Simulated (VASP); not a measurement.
# CuAu (Tetraauricupride) with and without spin-orbit coupling, part 2 of 3

What does spin-orbit coupling change in CuAu (Tetraauricupride), and what does it cost? All runs use PBE. Left out of this account: 1 further run (self-consistent run: a reference on another mesh). The start is a cell from a database of measured crystal structures.

VASP 6.6.1, plane waves and PAW; the level of theory is named at each step.

So far. Step 2 (Band structure (PBE)): There is no gap at this level. Step 3 (Bands along the symmetry lines (PBE + SOC)): There is no gap at this level. Without the coupling there was no gap either. The run took 3.3 times the core time, with 34 spinor bands against 23.

**4. Density of states (PBE)**

This step: PBE; plane waves and PAW (Cu, Au) (VASP 6.6.1).

Here the states are counted by energy and projected on the atoms.

Input file INCAR:

```
SYSTEM = CuAu
PREC = Accurate
ENCUT = 400
EDIFF = 1E-06
NELM = 100
ISMEAR = -5
SIGMA = 0.05
LREAL = .FALSE.
ALGO = Normal
GGA = PE
NBANDS = 23
LASPH = .TRUE.
LORBIT = 11
LWAVE = .FALSE.
LCHARG = .FALSE.
KPAR = 2
NEDOS = 2001
```

Input file POSCAR:

```
CuAu
1.0
    2.8000000000      0.0000000000      0.0000000000
    0.0000000000      2.8000000000      0.0000000000
    0.0000000000      0.0000000000      3.6700000000
Cu Au
1 1
Direct
    0.5000000000      0.5000000000      0.5000000000
    0.0000000000      0.0000000000      0.0000000000
```

Input file KPOINTS:

```
Automatic mesh
0
Gamma
12 12 9
0 0 0
```

Potentials, in the order of the species: Cu and Au (PBE family, release 64).

Launch:

```bash
$ mpirun -np 2 vasp_std
```

The program printed:

```text
[... set-up lines as in an earlier step ...]
 entering main loop
       N       E                     dE             d eps       ncg     rms          rms(c)
DAV:   1     0.112759265678E+03    0.11276E+03   -0.87509E+03  7385   0.110E+03
DAV:   2    -0.271259954981E+01   -0.11547E+03   -0.10701E+03  7063   0.235E+02
DAV:   3    -0.794251610356E+01   -0.52299E+01   -0.51799E+01  7757   0.524E+01
DAV:   4    -0.802050870943E+01   -0.77993E-01   -0.78065E-01  7581   0.548E+00
DAV:   5    -0.802293483360E+01   -0.24261E-02   -0.24309E-02  8981   0.104E+00    0.117E+01
DAV:   6    -0.742834961771E+01    0.59459E+00   -0.48129E+00  7707   0.524E+01    0.537E+00
DAV:   7    -0.713734774003E+01    0.29100E+00   -0.21311E+00  8385   0.564E+01    0.610E+00
DAV:   8    -0.705095088304E+01    0.86397E-01   -0.21229E-01  9543   0.100E+01    0.279E+00
DAV:   9    -0.704430121003E+01    0.66497E-02   -0.82550E-03  9475   0.911E-01    0.261E-01
DAV:  10    -0.704292078737E+01    0.13804E-02   -0.39112E-03  8100   0.159E+00    0.626E-02
DAV:  11    -0.704302789701E+01   -0.10711E-03   -0.26648E-04 10073   0.348E-01    0.103E-02
DAV:  12    -0.704303434600E+01   -0.64490E-05   -0.72889E-06 10400   0.444E-02    0.764E-03
DAV:  13    -0.704303560997E+01   -0.12640E-05   -0.62636E-07  4277   0.104E-02    0.338E-03
DAV:  14    -0.704303123474E+01    0.43752E-05   -0.16237E-07  3976   0.712E-03    0.275E-04
DAV:  15    -0.704303063817E+01    0.59656E-06   -0.90787E-08  3752   0.233E-03
   1 F= -.70430306E+01 E0= -.70430306E+01  d E =0.000000E+00
 -----------------------------------------------------------------------------
|                                                                             |
|           W    W    AA    RRRRR   N    N  II  N    N   GGGG   !!!           |
|           W    W   A  A   R    R  NN   N  II  NN   N  G    G  !!!           |
|           W    W  A    A  R    R  N N  N  II  N N  N  G       !!!           |
|           W WW W  AAAAAA  RRRRR   N  N N  II  N  N N  G  GGG   !            |
|           WW  WW  A    A  R   R   N   NN  II  N   NN  G    G                |
|           W    W  A    A  R    R  N    N  II  N    N   GGGG   !!!           |
|                                                                             |
|     Tetrahedron method does not include variations of the Fermi             |
|     occupations, so forces and stress will be inaccurate. We suggest        |
|     using a different smearing scheme ISMEAR = 1 or 2 for metals in         |
|     relaxations.                                                            |
|                                                                             |
 -----------------------------------------------------------------------------
```

It took 31 s on 2 MPI ranks of AMD EPYC 7R43, shared host; peak memory 0.29 GiB.

Parts of OUTCAR (step 4):

```text
The static configuration has the point symmetry D_4h.

 Found    140 irreducible k-points:

   NELECT =      22.0000    total number of electrons

 E-fermi :   8.9995

 k-point     1 :       0.0000    0.0000    0.0000
  band No.  band energies     occupation
    ...
      7       6.0596      2.00000
      8       6.7583      2.00000
      9       7.2125      2.00000
     10       7.4392      2.00000
     11       7.4392      2.00000
     12      11.0014      0.00000
     13      17.0475      0.00000
     14      18.9812      0.00000
     15      18.9812      0.00000
     16      25.7459      0.00000
    ...

 k-point     2 :       0.0833    0.0000    0.0000
  band No.  band energies     occupation
    ...
      7       6.0859      2.00000
      8       6.7514      2.00000
      9       7.1431      2.00000
     10       7.1899      2.00000
     11       7.4051      2.00000
     12      11.4730      0.00000
     13      16.8024      0.00000
     14      18.1819      0.00000
     15      19.2621      0.00000
     16      25.5556      0.00000
    ...

  Total        1.1316191      1.1316191      1.0371928      0.0000000      0.0000000      0.0000000
  in kB       63.0127914     63.0127914     57.7547819      0.0000000      0.0000000      0.0000000
  external PRESSURE =      61.2601216 kB  Pullay stress =       0.0000000 kB

  FREE ENERGIE OF THE ION-ELECTRON SYSTEM (eV)
  ---------------------------------------------------
  free  energy   TOTEN  =        -7.0430306382 eV

  energy  without entropy=       -7.0430306382  energy(sigma->0) =       -7.04303064

 total charge
# of ion       s       p       d       tot
------------------------------------------
    1        0.384   0.323   9.225   9.931
    2        0.611   0.436   8.698   9.746
--------------------------------------------------
tot          0.995   0.759  17.923  19.677

[... 9 parts as in an earlier step ...]

[... 5 further parts left out ...]
```

At this level the cell is under a pressure of 6.1 GPa, so at these settings it is away from equilibrium. With tetrahedra the forces and stress of a metal are not exact derivatives of the energy.

This step gave:

| Quantity | Value |
| --- | --- |
| SCF cycles | 15 |
| bands | 23 |
| free energy (TOTEN) | -7.043 eV |
| Fermi energy | 8.999 eV |
| pressure | 6.126 GPa |
| DOS at the Fermi level | 0.5711 states/eV/cell |

The density of states has structure finer than the step of the table below, so its rows give means over 1 eV, whole bins alone (the curve runs from -12.0 to 7.90 eV). Peaks (eV: height): total -4.2: 5.38, -2.9: 6.75, -2.3: 8.09, -1.8: 9.04; Cu d -2.9: 5.22, -2.3: 6.85, -1.8: 7.09; Au d -5.9: 3.05, -5.2: 2.50, -4.7: 2.58, -4.2: 3.77; Au p -4.0: 0.0907, -3.2: 0.140, -2.9: 0.142, 7.7: 0.111; Cu p -5.9: 0.114, -5.2: 0.081, 0.8: 0.0646, 7.8: 0.130.

States under -12.0 eV and over 7.9 eV are left out. The density of states by energy, zero at the Fermi level; means over each step; values in states/eV/cell:

```csv
energy (eV),total,Cu d,Au d,Au p,Cu p,Au s,Cu s
-11,0,0,0,0,0,0,0
-10,0.0260,2.9e-5,1.6e-4,2.2e-4,1.9e-4,0.00993,0.00521
-9,0.168,6.0e-4,0.00469,0.00386,0.00353,0.0607,0.0297
-8,0.348,0.00476,0.0407,0.0118,0.0130,0.111,0.0442
-7,1.48,0.0680,0.749,0.0318,0.0317,0.153,0.112
-6,2.98,0.235,1.99,0.0514,0.0639,0.0736,0.0785
-5,2.98,0.368,2.03,0.0575,0.0628,0.0594,0.0138
-4,3.00,0.565,1.97,0.0651,0.0353,0.0606,0.0166
-3,3.81,2.65,0.636,0.107,0.0423,0.0205,0.0283
-2,6.19,4.87,1.05,0.0344,0.0231,0.0158,0.0152
-1,0.726,0.377,0.132,0.0497,0.0279,0.0262,0.0271
0,0.562,0.143,0.131,0.0611,0.0488,0.0409,0.0226
1,0.565,0.0946,0.126,0.0754,0.0621,0.0461,0.0248
2,0.485,0.0662,0.0876,0.0798,0.0606,0.0342,0.0267
3,0.447,0.0553,0.0703,0.0739,0.0529,0.0462,0.0284
4,0.505,0.0574,0.0726,0.0703,0.0458,0.0765,0.0506
5,0.583,0.0487,0.0826,0.0720,0.0531,0.0678,0.0976
6,0.708,0.0536,0.0828,0.0867,0.0722,0.0900,0.115
7,0.621,0.0445,0.0688,0.0860,0.0716,0.0611,0.0960
```

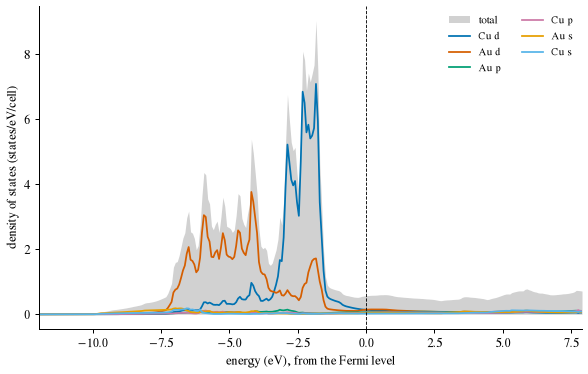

Density of states against energy.

Of the states within 0.3 eV of the Fermi level, the largest shares in the PAW spheres are Au d 24 %, Cu d 24 % and Au p 11 %. The rest lies in smaller channels or between the spheres.

**5. Density of states (PBE + SOC)**

This step: PBE, spin-orbit coupling; plane waves and PAW (Cu, Au) (VASP 6.6.1).

Here the states are counted by energy and projected on the atoms.

INCAR, as its differences from that of step 4:

```diff
@@ -10,4 +10,9 @@
 GGA = PE
-NBANDS = 23
+LNONCOLLINEAR = .TRUE.
+MAGMOM = 0 0 0 0 0 0
+NBANDS = 34
+GGA_COMPAT = .FALSE.
 LASPH = .TRUE.
+LSORBIT = .TRUE.
+LMAXMIX = 4
 LORBIT = 11
```

POSCAR is that of step 4.

KPOINTS is that of step 4.

Launch:

```bash
$ mpirun -np 2 vasp_ncl
```

The program printed:

```text
[... set-up lines as in an earlier step ...]
 entering main loop
       N       E                     dE             d eps       ncg     rms          rms(c)
DAV:   1     0.164062022125E+03    0.16406E+03   -0.84210E+03 10298   0.153E+03
DAV:   2     0.435980547499E+01   -0.15970E+03   -0.14638E+03  9788   0.331E+02
DAV:   3    -0.806781251718E+01   -0.12428E+02   -0.11672E+02 10972   0.107E+02
DAV:   4    -0.835407476137E+01   -0.28626E+00   -0.28560E+00 12684   0.168E+01
DAV:   5    -0.836319368641E+01   -0.91189E-02   -0.91199E-02 13648   0.247E+00    0.128E+01
DAV:   6    -0.772083048569E+01    0.64236E+00   -0.54849E+00 12318   0.723E+01    0.598E+00
DAV:   7    -0.744958848433E+01    0.27124E+00   -0.21841E+00 11464   0.777E+01    0.623E+00
DAV:   8    -0.736058238611E+01    0.89006E-01   -0.28774E-01 13716   0.156E+01    0.299E+00
DAV:   9    -0.735427293100E+01    0.63095E-02   -0.19523E-02 14000   0.191E+00    0.426E-01
DAV:  10    -0.735349941937E+01    0.77351E-03   -0.29354E-03 14534   0.102E+00    0.126E-01
DAV:  11    -0.735354237198E+01   -0.42953E-04   -0.13247E-04 13382   0.142E-01    0.510E-02
DAV:  12    -0.735355776017E+01   -0.15388E-04   -0.36266E-05 14598   0.133E-01    0.192E-02
DAV:  13    -0.735356489735E+01   -0.71372E-05   -0.88898E-07  7768   0.177E-02    0.203E-03
DAV:  14    -0.735356510991E+01   -0.21256E-06   -0.89025E-07  5792   0.174E-02
   1 F= -.73535651E+01 E0= -.73535651E+01  d E =0.000000E+00  mag=    -0.0000    -0.0000    -0.0000
 [... a notice as in an earlier step ...]
```

Run time: 89 s. Hardware: 2 MPI ranks; peak memory 0.47 GiB.

Parts of OUTCAR (step 5):

```text
   NELECT =      22.0000    total number of electrons

 E-fermi :   9.0058

 k-point     1 :       0.0000    0.0000    0.0000
  band No.  band energies     occupation
    ...
     18       7.1453      1.00000
     19       7.3083      1.00000
     20       7.3083      1.00000
     21       7.6896      1.00000
     22       7.6896      1.00000
     23      10.9076      0.00000
     24      10.9076      0.00000
     25      17.0520      0.00000
     26      17.0520      0.00000
     27      18.5522      0.00000
    ...

  Total        0.9955327      0.9955327      0.9435402      0.0000000      0.0000000      0.0000000
  in kB       55.4349942     55.4349942     52.5398550      0.0000000      0.0000000      0.0000000
  external PRESSURE =      54.4699478 kB  Pullay stress =       0.0000000 kB

  FREE ENERGIE OF THE ION-ELECTRON SYSTEM (eV)
  ---------------------------------------------------
  free  energy   TOTEN  =        -7.3535651099 eV

  energy  without entropy=       -7.3535651099  energy(sigma->0) =       -7.35356511

 Spin-Orbit-Coupling matrix elements
 Ion:    1  E_soc:     -0.0152951
 Ion:    2  E_soc:     -0.6168942

 magnetization (x)
# of ion       s       p       d       tot
------------------------------------------
    1        0.000  -0.000   0.000   0.000
    2       -0.000   0.000  -0.000   0.000
--------------------------------------------------
tot          0.000   0.000   0.000   0.000

 magnetization (y)
# of ion       s       p       d       tot
------------------------------------------
    1       -0.000  -0.000   0.000  -0.000
    2        0.000   0.000   0.000   0.000
--------------------------------------------------
tot         -0.000  -0.000   0.000  -0.000

 magnetization (z)
# of ion       s       p       d       tot
------------------------------------------
    1        0.000   0.000   0.000   0.000
    2        0.000   0.000  -0.000   0.000
--------------------------------------------------
tot          0.000   0.000  -0.000   0.000

[... 9 parts as in an earlier step ...]

[... 9 further parts left out ...]
```

At this level the cell is under a pressure of 5.4 GPa, so at these settings it is away from equilibrium.

Numbers from this step:

| Quantity | Value |
| --- | --- |
| SCF cycles | 14 |
| bands | 34 |
| free energy (TOTEN) | -7.354 eV |
| Fermi energy | 9.006 eV |
| pressure | 5.447 GPa |
| DOS at the Fermi level | 0.5879 states/eV/cell |

On-site spin-orbit energy by atom:

```csv
atom,on-site spin-orbit energy (eV)
Cu1,-0.015
Au2,-0.617
```

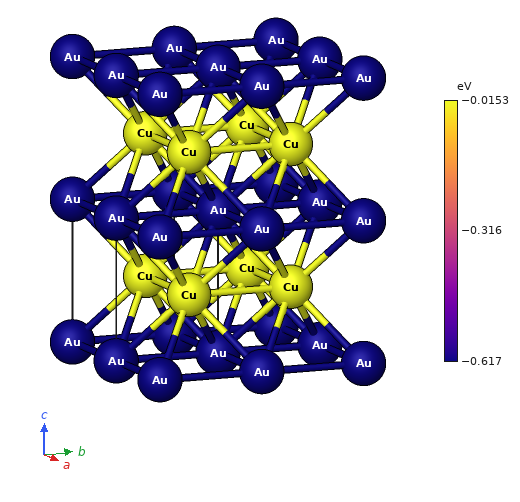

Atoms coloured by on-site spin-orbit energy. 2×2×2 cells are drawn. Some periodic images of atoms are drawn too.

The density of states has structure finer than the step of the table below, so its rows give means over 1 eV, whole bins alone (the curve runs from -11.4 to 7.05 eV). Peaks (eV: height): total -6.2: 5.84, -2.8: 7.21, -2.3: 8.22, -1.8: 7.62; Cu d -2.8: 5.36, -2.3: 6.87; Au d -6.7: 2.66, -6.2: 4.23, -4.9: 2.45, -4.1: 2.56; Au p -6.2: 0.109, -4.9: 0.098, -3.1: 0.135, -2.9: 0.137; Cu p -6.4: 0.101, -6.2: 0.115, -5.6: 0.108, -4.9: 0.102.

States under -11.4 eV and over 7.0 eV are left out. Table of density of states by energy, zero at the Fermi level; means over each step; values in states/eV/cell:

```csv
energy (eV),total,Cu d,Au d,Au p,Cu p,Au s,Cu s
-10,0.0271,2.8e-5,1.9e-4,2.4e-4,2.0e-4,0.0104,0.00541
-9,0.172,6.3e-4,0.00555,0.00406,0.00364,0.0621,0.0302
-8,0.373,0.00522,0.0537,0.0125,0.0135,0.115,0.0453
-7,2.06,0.0844,1.24,0.0364,0.0350,0.145,0.124
-6,2.72,0.181,1.91,0.0483,0.0577,0.0655,0.0524
-5,2.71,0.388,1.70,0.0603,0.0631,0.0869,0.0260
-4,2.79,0.662,1.66,0.0739,0.0373,0.0452,0.0199
-3,3.99,2.67,0.789,0.107,0.0437,0.0210,0.0263
-2,6.08,4.72,1.08,0.0361,0.0258,0.0163,0.0157
-1,0.809,0.425,0.172,0.0491,0.0273,0.0263,0.0254
0,0.574,0.147,0.140,0.0644,0.0482,0.0397,0.0219
1,0.569,0.0961,0.131,0.0770,0.0608,0.0447,0.0249
2,0.493,0.0678,0.0913,0.0825,0.0608,0.0344,0.0262
3,0.454,0.0569,0.0730,0.0769,0.0524,0.0474,0.0276
4,0.497,0.0567,0.0729,0.0696,0.0436,0.0767,0.0503
5,0.593,0.0493,0.0846,0.0744,0.0525,0.0687,0.100
6,0.714,0.0540,0.0847,0.0902,0.0712,0.0910,0.115
```

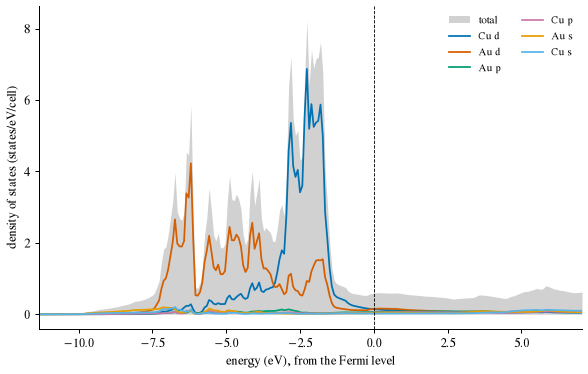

Density of states, plotted against energy.

The DOS at the Fermi level goes from 0.571 to 0.588 states/eV/cell, a number that is sensitive to the mesh. The run took 2.9 times the core time, with 34 spinor bands against 23. Of the states within 0.3 eV of the Fermi level, the largest shares in the PAW spheres are Au d 25 %, Cu d 25 % and Au p 11 %. The rest lies in smaller channels or between the spheres.

[end of part 2 of 3]

[Lines on the potential files, build, host, timing and source positions are cut from VASP's logs without a mark.]

[Logs are printed without paths, hosts, clocks, repeated set-up lines and the standing remarks that a program may print on its own settings, such as how far it seeks lower states.]

[Hosts, paths, dates, database ids (printed as entryN), source tags and the programs' standing remarks are cut or masked in the printed files.]

[A measured line is paired with the nearest computed mode of its activity, which favours agreement.]
